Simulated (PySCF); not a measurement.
Consider H2LuS2 (charge +1).

```xyz
5

Lu    0.0000    0.0000   -0.6757
S     1.8388   -0.0407    0.8672
H     2.7737   -0.2573   -0.0979
S    -1.8388    0.0407    0.8672
H    -2.7737    0.2573   -0.0979
```

Computed with PySCF, RKS PBE0, Lu def2-SVP with ECP28, S def2-SVP, H def2-SVP; non-relativistic Hamiltonian with scalar-relativistic core potentials where named; density fitting.

What will maps of the electron density and electron localisation function show?

Answer. Lu–S (2.40 Å): the density is about 0.6 e/Å³ at the midpoint; the ELF peaks at about 0.85 in the valence shell of S, 0.9 Å from its nucleus, and is about 0.45 at the midpoint.
S–H (1.36 Å): ρ at the midpoint is about 1.4 e/Å³; the ELF climbs to about 1 towards the hydrogen, as it does in any bond to H.

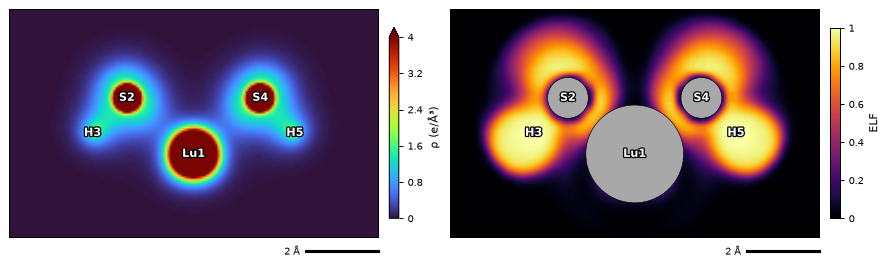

Computed electron density and electron localisation function on the molecular plane, in this order. Grey discs cover the atomic cores in the ELF map. 
